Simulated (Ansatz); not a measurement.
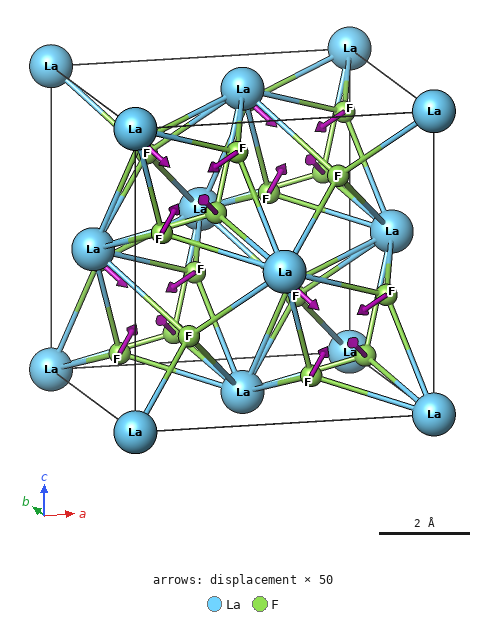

A relaxation of a crystal of LaF₅ (a generated structure, set up in F-43m) (coarse preliminary run). The starting structure is drawn; purple arrows show the displacements (the part carried along by the change of the cell is left out), 50 times their true length.

A ball-and-stick model of the conventional cell (4 times the calculation's cell), seen slightly off an axis. Lengths and directions refer to the drawn axes.

Level of theory: Ansatz, DFT PBE, scalar-relativistic, plane waves, PAW. Settings: plane-wave cutoff 420 eV; k-point mesh 4 × 4 × 4; occupations gaussian; smearing width 0.1 eV; no spin polarisation; cell and atoms relaxed; force threshold 0.04 eV/Å; at most 70 steps.

Question: Which element moves most?

Answer: Fluorine: up to 0.019 Å, against 0.000 Å for lanthanum.

Question: What happened in the run?

Answer: The largest moves relative to the cell, 0.019 Å, are those of F atoms. La stays in place. The drawn cell changes as follows: a = b = c 6.938 → 6.518 Å (−6.1 %); the volume changes by −17.1 %. Among the contacts that change: F–La 3.004 → 2.822 Å, F–La 2.879 → 2.701 Å. The space group stays F-43m (No. 216). After 4 accepted moves (6 points after the start) the energy has fallen by 110 meV per atom. The largest force component goes from 0.22 to 0.00054 eV/Å. Pressure: −12.06 GPa at the start and −0.01 GPa at the end. At 2 points the geometry stayed and the basis and grid were re-selected for the new cell (energy shift of 3.7 meV per atom at most each time). Cost: 27 s on 1 thread of Intel(R) Xeon(R) Processor @ 2.50GHz (Skylake/Cascade Lake), on a shared host, peak memory 0.36 GiB.
